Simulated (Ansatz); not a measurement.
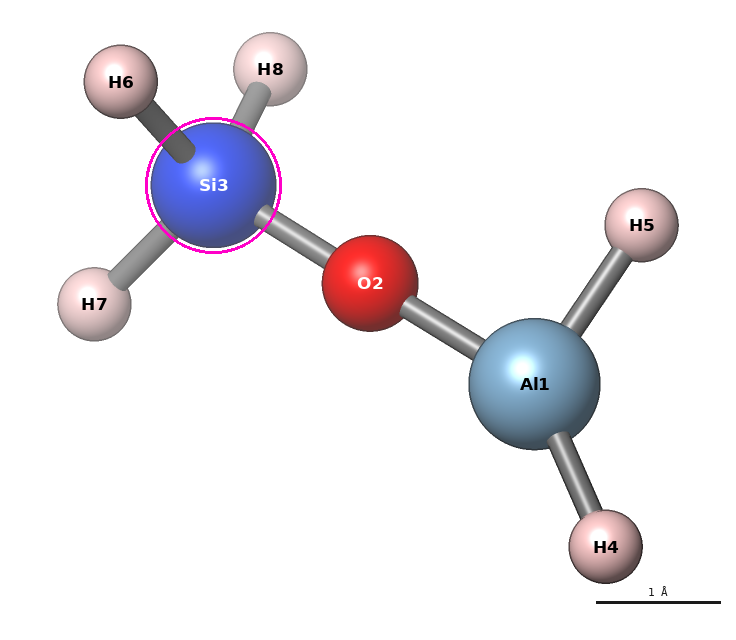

Simulated data, not a measurement (program: Ansatz).

Orthographic view. Depth is shown by fading: the farther an atom, the more it takes the colour of the background. Geometry: moved along internal coordinates away from the minimum.

Which atoms are bonded to the circled atom?

The circled atom is Si3; it is bonded to O2, H6, H7, H8.

Which atom is farthest from the viewer?

H8, 1.6 Å behind the mean position.

What is the shortest path along bonds from the circled atom to H5?

Si3–O2–Al1–H5, 3 bonds; through space the two are 3.60 Å apart.

Which atom is nearest the viewer?

H4, 1.4 Å in front of the mean position.
